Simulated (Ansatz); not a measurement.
# [NH2]− (SMILES [NH2-]) at BHLYP/6-31G(d) (spherical functions)

What is the vertical singlet–triplet gap of [NH2]− at BHLYP/6-31G* (spherical functions)? 

The calculation is run with Ansatz 0.2.0.

2 further runs of the same task are left out: 2 that didn't finish.

### 1 Starting point

The species is [NH2]− (3 atoms), meant as a singlet with charge -1. SMILES: `[NH2-]`. Geometry: relaxed at PBE0-D4/def2-TZVPD.

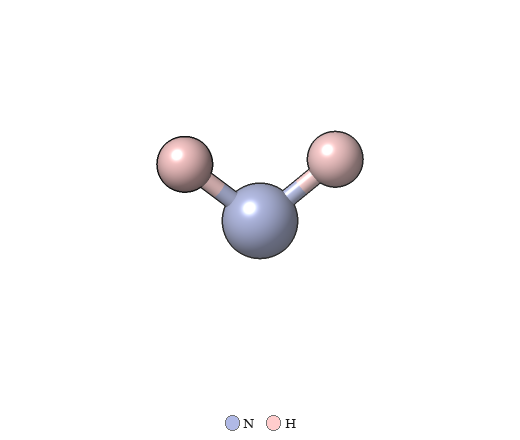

Viewed from a chosen angle; nitrogen light blue, hydrogen pink.

### 2 A single-point energy at BHLYP/6-31G(d) (spherical functions)

molecule.yaml

```yaml
crystal:
  periodic: [false, false, false]
  atoms:
    - {symbol: N, position_ang: [0.342200, -0.203000, 0.168700]}
    - {symbol: H, position_ang: [0.125500, 0.801200, 0.156000]}
    - {symbol: H, position_ang: [-0.467700, -0.598200, -0.324700]}
basis:
  gaussian: {orbitals: 6-31G_st_-spherical.json}
total_charge: -1
magnetization: {spin_polarized: false, initial_magnetization: 0}
hamiltonian: {xc: {name: BHLYP}}
accuracy: high
```

The basis set 6-31G* is read from a file made from the Basis Set Exchange's data (not shown).

On the command line:

```
$ ansatz run molecule.yaml --threads 1 --pin off --max-ram 2610MiB --events-out events.jsonl --progress --plain --runs-dir runs
```

Output:

```text
Warning: RAYON_NUM_THREADS=1 ignored (pool sized by the plan → 1); use --threads N
Functional definition: BHLYP
  name "BHLYP"
  parameter a = 0.5
  exchange = (1 - a)*b88_x + a*exact_x
  correlation = lyp_c
332 factors; integrals over basis functions are off by at most 3.8e-9 eV
mean field evaluation 1: about -1518.0888 eV, gradient 9.5e0 eV
mean field evaluation 2: about -1518.3013 eV, gradient 3.7e0 eV
mean field evaluation 4: about -1518.3286 eV, gradient 2.6e-1 eV
mean field evaluation 8: about -1518.3288 eV, gradient 4.0e-3 eV
mean field evaluation 16: about -1518.3288 eV, gradient 3.4e-8 eV
mean field -1518.32875274 eV, -55.7975525030 hartree, gradient 3.4e-8 eV, S^2 0.000000; 0 other end points of the search recorded, 0 dependent functions left out
reference -1518.32876820 eV, -55.7975530711 hartree; 5, 5 occupied and 13, 13 virtual orbitals, 332 factors
Total energy: -1518.32876820 eV, -55.7975530711 hartree
```

It took 0.62 s on 1 thread of Arm Neoverse N1, shared host.

### 3 The triplet

job.yaml

```yaml
crystal:
  periodic: [false, false, false]
  atoms:
    - {symbol: N, position_ang: [0.342200, -0.203000, 0.168700]}
    - {symbol: H, position_ang: [0.125500, 0.801200, 0.156000]}
    - {symbol: H, position_ang: [-0.467700, -0.598200, -0.324700]}
basis:
  gaussian:
    orbitals: 6-31G_st_-spherical.json
total_charge: -1
magnetization:
  spin_polarized: true
  initial_magnetization: 2
hamiltonian:
  xc: {name: BHLYP}
accuracy: high
```

The basis set 6-31G* is read from a file made from the Basis Set Exchange's data (not shown).

On the command line:

```
$ ansatz run job.yaml --threads 1 --pin off --max-ram 2610MiB --events-out events.jsonl --progress --plain --runs-dir runs
```

Output:

```text
Warning: RAYON_NUM_THREADS=1 ignored (pool sized by the plan → 1); use --threads N
[... 5 set-up lines as earlier in the session ...]
334 factors; integrals over basis functions are off by at most 3.8e-9 eV
mean field evaluation 1: about -1513.5673 eV, gradient 1.2e1 eV
mean field evaluation 2: about -1513.9794 eV, gradient 9.8e0 eV
mean field evaluation 4: about -1514.3867 eV, gradient 2.1e-1 eV
mean field evaluation 8: about -1514.3877 eV, gradient 1.9e-3 eV
mean field evaluation 16: about -1514.3877 eV, gradient 3.5e-7 eV
mean field -1514.38773140 eV, -55.6527226402 hartree, gradient 2.1e-8 eV, S^2 2.003508; 0 other end points of the search recorded, 0 dependent functions left out
reference -1514.38774907 eV, -55.6527232893 hartree; 6, 4 occupied and 12, 14 virtual orbitals, 334 factors
Total energy: -1514.38774907 eV, -55.6527232893 hartree
```

It took 1.1 s on 1 thread of Arm Neoverse N1, shared host.

### 4 Results

Level: BHLYP/6-31G* (spherical functions).

| quantity | value |
| --- | --- |
| singlet: total energy | -55.79755 Eh |
| triplet: total energy | -55.65272 Eh |
| triplet: ⟨S²⟩ | 2.004 |
| vertical energy of the triplet above the singlet | 3.941 eV |

At this shape the triplet lies 3.94 eV (91 kcal/mol) above the singlet. For an anion a state so high probably lies above electron detachment.
